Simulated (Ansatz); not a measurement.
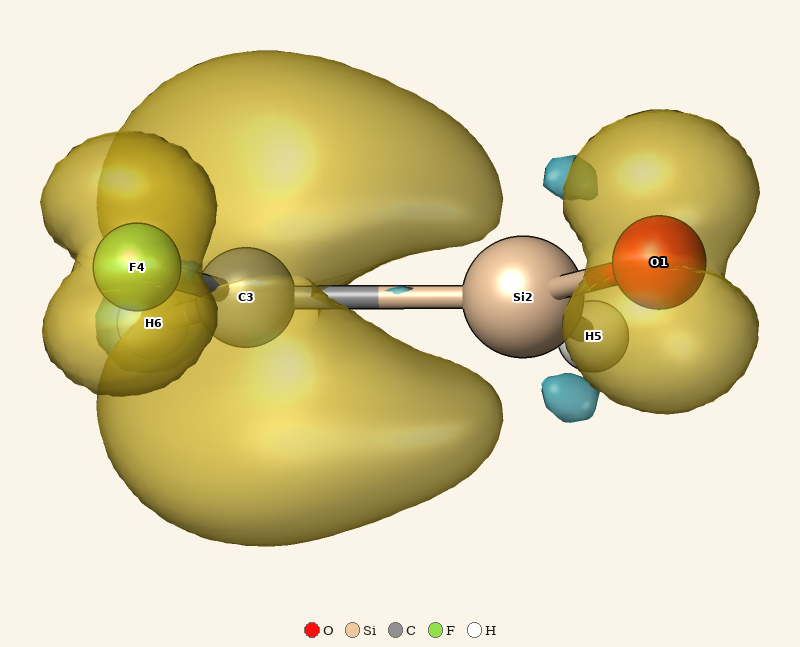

CH2FOSi (SMILES [O][SiH]=CF) (doublet). Isosurfaces of the spin density (α minus β) at +0.015 (yellow) and −0.015 e/Å³ (cyan), seen from one side.

Method: UKS B3LYP/def2-SVP (Ansatz 0.2.0).

```yaml
atoms:
  - { symbol: O, position_ang: [2.1737, -0.4077, 0.4380] }
  - { symbol: Si, position_ang: [0.8602, -0.0915, -0.3020] }
  - { symbol: C, position_ang: [-0.8058, 0.0639, 0.4478] }
  - { symbol: F, position_ang: [-1.0128, -0.0932, 1.7453] }
  - { symbol: H, position_ang: [0.7141, 0.1417, -1.7626] }
  - { symbol: H, position_ang: [-1.7270, 0.2883, -0.1115] }
```

> Describe the spin distribution.

The unpaired spin (1 electron) lies mostly on C3 (about 0.6), O1 (about 0.1), F4 (about 0.1) and Si2 (about 0.1), in electrons by Hirshfeld's partition.
